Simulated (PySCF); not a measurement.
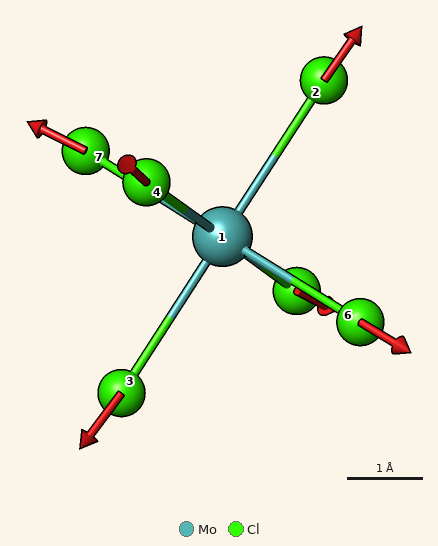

This is a relaxation of MoCl$_{6}$ (charge −3, multiplicity 4). The starting structure is drawn; red arrows show the displacements, magnified 20 times. The two geometries are superimposed by the best rigid fit.

The picture is a ball-and-stick view, seen at a tilt.

The start comes from GFN2-xTB.

All numbers below come from PySCF, PBE0-D3(BJ)/def2-SVP geometry optimisation, gas phase. 

Q: Describe the change and its energy.

A: The energy falls by 5.00 kJ/mol in 2 geometry steps. The largest force component goes from 0.41 to 0.018 eV/Å. The largest move after the best rigid fit is that of a Cl atom, 0.048 Å. Largest moves by element: Cl 0.048 Å, Mo 0.001 Å. Among the contacts that change: Cl–Mo 2.484 → 2.531 Å.

Limits of the set-up: the basis has no diffuse functions, which an anion needs.
